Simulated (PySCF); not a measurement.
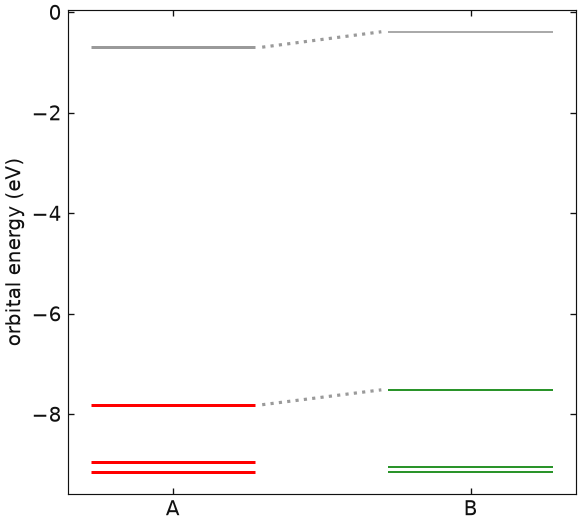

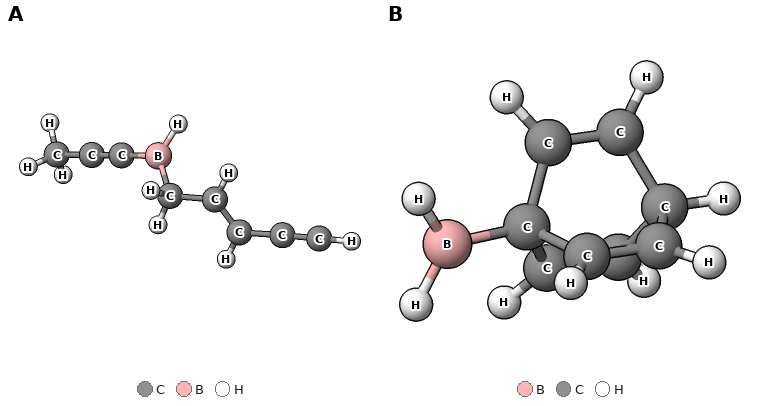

Related molecules: A is C₈H₉B, SMILES C#C/C=C/CBC#CC; B is C₈H₉B, SMILES BC12C=CC(C=C1)C=C2. Frontier orbital energies, CAM-B3LYP/def2-SVPD in PySCF 2.14.0, at a PBE0-D3(BJ)/def2-SVP geometry (no frequency check); drawn are at most three filled levels and, in grey, the LUMO with any level within 0.03 eV of it; dotted lines join the HOMOs and the LUMOs.

What does the change do to the frontier levels?

From A to B the HOMO rises by 0.30 eV and the LUMO rises by 0.31 eV, so the separation goes from 7.12 to 7.13 eV.

Does the ΔSCF ionisation energy follow the HOMO?

A: −ε(HOMO) 7.81, ΔSCF 8.51 eV; B: −ε(HOMO) 7.52, ΔSCF 8.21 eV.

Caveats, for all or some of the runs: one conformer of a flexible molecule.
